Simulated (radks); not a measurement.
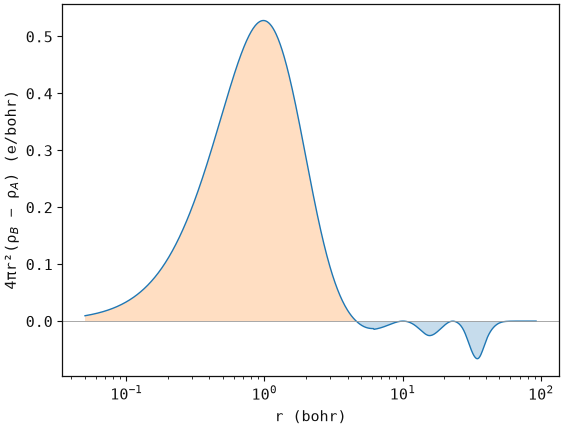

A free H atom was computed in two configurations: 1s1 (high spin); 5d1 (high spin). Method: scalar-relativistic Kohn-Sham, PBE, spin-polarised, spherical densities, finite nucleus; computed with the in-house radial solver radks.

The plot shows the radial density of run B less that of run A; on the logarithmic r axis, areas aren't charges.

Assign A and B and describe the change of the density.

A is 5d1 (high spin); B is 1s1 (high spin). B holds 0.98 electrons more than A where the difference is positive (most at r = 0.99 bohr) and 0.98 electrons fewer where it is negative (most at r = 35 bohr), with no net change. The energy of B less that of A is −12.9 eV.
